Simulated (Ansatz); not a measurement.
Start from Sn (space group I4_1/amd, No. 141; a = 5.947 Å, c = 3.212 Å).

Structures relaxed with PBE in Ansatz (plane waves to 420 eV, PAW, no spin-orbit coupling), earlier PAW set.

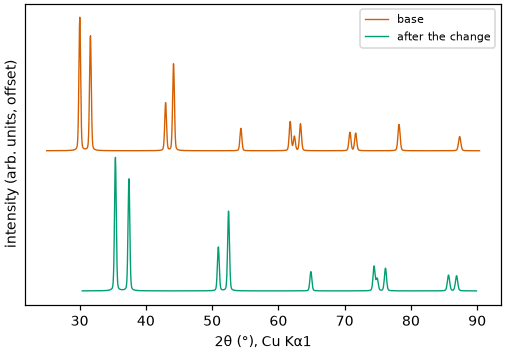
Simulated powder patterns before (top) and after one change

Name the change that was made.
A) pressure −2 GPa
B) pressure 75 GPa
C) pressure 15 GPa
D) pressure 7 GPa

B, pressure 75 GPa. Its volume per atom is 17.49 Å³ against 28.40 Å³, and its space group is I4_1/amd (No. 141).

Load acts through the strain it causes; cell and atoms are relaxed under it. Whether these cells are dynamically stable was not tested. Measured, Sn leaves this structure (for a body-centred tetragonal phase) near 8 GPa (temperature not stated; as listed in Olga Degtyareva, NATO science for peace and security series. B, Physics and biophysics (2010)).

Ansatz is a program for electronic structure.
